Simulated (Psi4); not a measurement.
# CAM-B3LYP/cc-pVDZ (density fitting with cc-pvqz-jkfit, sweep point 5) run of GeO (SMILES [O]=[Ge])

Aim: the vertical ionisation energy of GeO at CAM-B3LYP/cc-pVDZ (density fitting with cc-pvqz-jkfit, sweep point 5), from 2 runs. 

Program for the calculation: Psi4 1.11.

4 further runs of the same task are left out: 2 for a known fault of the program, 2 set aside as unsound or not needed.

## Step 1: Starting point

The species is GeO (2 atoms), meant as a singlet with charge 0. As SMILES, `[O]=[Ge]`. Geometry: a GFN2-xTB relaxation, a rough one for these elements and not checked as a minimum.

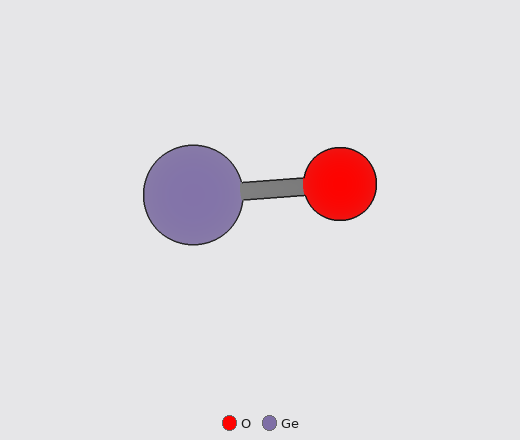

Viewed from a chosen angle; oxygen red, germanium purple.

## Step 2: The energy at CAM-B3LYP/cc-pVDZ (density fitting with cc-pvqz-jkfit, sweep point 5)

Contents of calc.inp:

```
memory 1.6 GB

molecule geom {
  0 1
  O      0.000000     0.000000     0.000000
  Ge     0.000000     0.000000     1.576490
  symmetry c1
}

set basis cc-pVDZ
set reference rks
set puream true
set scf_type df
set dft_radial_points 99
set dft_spherical_points 590
set df_basis_scf cc-pvqz-jkfit

energy('cam-b3lyp')
print_variables()
```

Started as:

```bash
$ psi4 -i calc.inp -o calc.out -n 1
```

calc.out:

```text
[...]
  Running in c1 symmetry.
[...]
  Nuclear repulsion =   85.931002373323025
[...]
  Multiplicity = 1
[...]
  Nalpha       = 20
  Nbeta        = 20
[...]
    Number of basis functions: 41
[...]
   @DF-RKS iter   1: -2151.91739233182489   -3.64176e+00   2.20167e-02 ADIIS/DIIS
[...]
   @DF-RKS iter   8: -2152.28917534505672   -5.58748e-09   5.28614e-07 DIIS
[...]
    Orbital Energies [Eh]
    ---------------------
    Doubly Occupied:
       1A   -398.863002     2A    -49.901503     3A    -44.425849
       4A    -44.425849     5A    -44.422299     6A    -19.198682
       7A     -6.330458     8A     -4.504782     9A     -4.504782
      10A     -4.496961    11A     -1.332148    12A     -1.323393
      13A     -1.323393    14A     -1.317913    15A     -1.317913
      16A     -1.000075    17A     -0.521566    18A     -0.381102
      19A     -0.381102    20A     -0.357147
[...]
  @DF-RKS Final Energy: -2152.28917534505672
   => Energetics <=
    Nuclear Repulsion Energy =             85.9310023733230253
    One-Electron Energy =               -3168.7404116487609826
    Two-Electron Energy =                 998.6740302081160507
    DFT Exchange-Correlation Energy =     -68.1537962777341733
    Empirical Dispersion Energy =           0.0000000000000000
    VV10 Nonlocal Energy =                  0.0000000000000000
    Total Energy =                      -2152.2891753450562646
[...]
 Multipole Moments:
 ------------------------------------------------------------------------------------
     Multipole            Electronic (a.u.)      Nuclear  (a.u.)        Total (a.u.)
 ------------------------------------------------------------------------------------
 L = 1.  Multiply by 2.5417464519 to convert [e a0] to [Debye]
 Dipole X            :          0.0000000            0.0000000            0.0000000
 Dipole Y            :         -0.0000000            0.0000000           -0.0000000
 Dipole Z            :          3.7734547           -2.6350897            1.1383650
 Magnitude           :                                                    1.1383650
[...]
```

Wall time 6.6 s (1 thread of Intel Xeon Platinum 8259CL at 2.50GHz (Skylake/Cascade Lake), shared host); peak memory 0.42 GiB.

## Step 3: The doublet cation, same level

Contents of calc.inp:

```
memory 1600 MB

molecule {
  1 2
  O      0.000000     0.000000     0.000000
  Ge     0.000000     0.000000     1.576490
  symmetry c1
}

set basis cc-pVDZ
set reference uks
set puream true
set scf_type df
set dft_radial_points 99
set dft_spherical_points 590
set df_basis_scf cc-pvqz-jkfit
set maxiter 150

result, w = energy("cam-b3lyp", return_wfn=True)
```

Started as:

```bash
$ psi4 -i calc.inp -o calc.out -n 1
```

calc.out:

```text
[...]
  Running in c1 symmetry.
[...]
  Nuclear repulsion =   85.931002373323025
[...]
  Multiplicity = 2
[...]
  Nalpha       = 20
  Nbeta        = 19
[...]
    Number of basis functions: 41
[...]
   @DF-UKS iter   1: -2151.57043534134118   -3.29481e+00   2.17553e-02 DIIS/ADIIS
[...]
   @DF-UKS iter  11: -2151.88077199390227   -2.41457e-08   3.29764e-07 DIIS
[...]
   @S^2 Observed:                7.611695561E-01
[...]
    Orbital Energies [Eh]
    ---------------------
    Alpha Occupied:
       1A   -399.226188     2A    -50.260624     3A    -44.784660
       4A    -44.784660     5A    -44.783609     6A    -19.565632
       7A     -6.688558     8A     -4.860619     9A     -4.859810
      10A     -4.859810    11A     -1.695757    12A     -1.676965
      13A     -1.676965    14A     -1.675805    15A     -1.675805
      16A     -1.359748    17A     -0.877344    18A     -0.715550
      19A     -0.715550    20A     -0.714286
    Alpha Virtual:
      21A     -0.309199    22A     -0.309199    23A     -0.159543
      24A      0.022417    25A      0.093140    26A      0.093140
[...]
  @DF-UKS Final Energy: -2151.88077199390227
   => Energetics <=
    Nuclear Repulsion Energy =             85.9310023733230253
    One-Electron Energy =               -3154.7215021277479536
    Two-Electron Energy =                 984.8659374423991721
    DFT Exchange-Correlation Energy =     -67.9562096818769277
    Empirical Dispersion Energy =           0.0000000000000000
    VV10 Nonlocal Energy =                  0.0000000000000000
    Total Energy =                      -2151.8807719939027265
[...]
 Multipole Moments:
 ------------------------------------------------------------------------------------
     Multipole            Electronic (a.u.)      Nuclear  (a.u.)        Total (a.u.)
 ------------------------------------------------------------------------------------
 L = 1.  Multiply by 2.5417464519 to convert [e a0] to [Debye]
 Dipole X            :          0.0000000            0.0000000            0.0000000
 Dipole Y            :         -0.0000000            0.0000000           -0.0000000
 Dipole Z            :          3.7443646           -2.6350897            1.1092748
 Magnitude           :                                                    1.1092748
[...]
```

It took 8.7 s on 1 thread of Intel Xeon Platinum 8259CL at 2.50GHz (Skylake/Cascade Lake), shared host; peak memory 0.42 GiB.

## Step 4: Outcome

At CAM-B3LYP/cc-pVDZ (density fitting with cc-pvqz-jkfit, sweep point 5):

| quantity | value |
| --- | --- |
| singlet GeO: total energy | -2152.28918 Eh |
| singlet GeO: dipole moment | 2.89 D |
| singlet GeO: HOMO energy | -9.72 eV |
| singlet GeO: LUMO energy | -0.56 eV |
| singlet GeO: HOMO–LUMO gap | 9.15 eV |
| doublet cation: total energy | -2151.88077 Eh |
| doublet cation: HOMO energy (highest over α and β) | -18.92 eV |
| doublet cation: LUMO energy (lowest over α and β) | -12.52 eV |
| doublet cation: ⟨S²⟩ | 0.761 |
| vertical ionisation energy (to the doublet cation) | 11.113 eV |

What this shows: The vertical ionisation energy comes to 11.11 eV (1072 kJ/mol). −ε(HOMO) before ionisation, 9.72 eV, is 1.39 eV below this ionisation energy.
